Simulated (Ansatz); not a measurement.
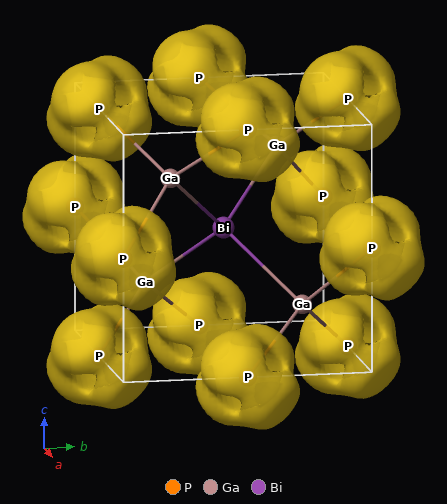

Ga4BiP3. Isosurface of the ELF at 0.75 (yellow), seen slightly off an axis. Only the valence region is drawn (cores and ρ < 0.01 e/Å³ removed). Sticks mark near contacts.

Space group P-43m; started from the ordered alloy on zincblende lattice prototype, which need not be the ambient phase; computed pressure about 2 GPa in this cell.

Level of theory: DFT, PBE with spin-orbit coupling, plane waves, PAW in Ansatz 0.2.0.

In a PAW calculation such maps are meaningful between the atoms, not at the nuclei.

```
CELL_PARAMETERS angstrom
5.67176 0.00000 0.00000
0.00000 5.67176 0.00000
0.00000 0.00000 5.67176
ATOMIC_POSITIONS crystal
P 0.50000 0.00000 0.00000
Ga 0.23474 0.76526 0.76526
P 0.00000 0.50000 0.00000
Ga 0.76526 0.23474 0.76526
P 0.00000 0.00000 0.50000
Ga 0.76526 0.76526 0.23474
Bi 0.50000 0.50000 0.50000
Ga 0.23474 0.23474 0.23474
```

### Describe the localisation domains.

At this value the surface marks out three regions wrapped around P (the valence shell of each), counted in one cell of 8 atoms. Regions shared between cells count once. Profiles from the grid: Ga–P (2.41 Å): the ELF peaks at about 0.90 in the valence shell of P, 0.9 Å from its nucleus, and is about 0.75 at the midpoint. Ga–Bi (2.61 Å): the ELF peaks at about 0.60 between the atoms.
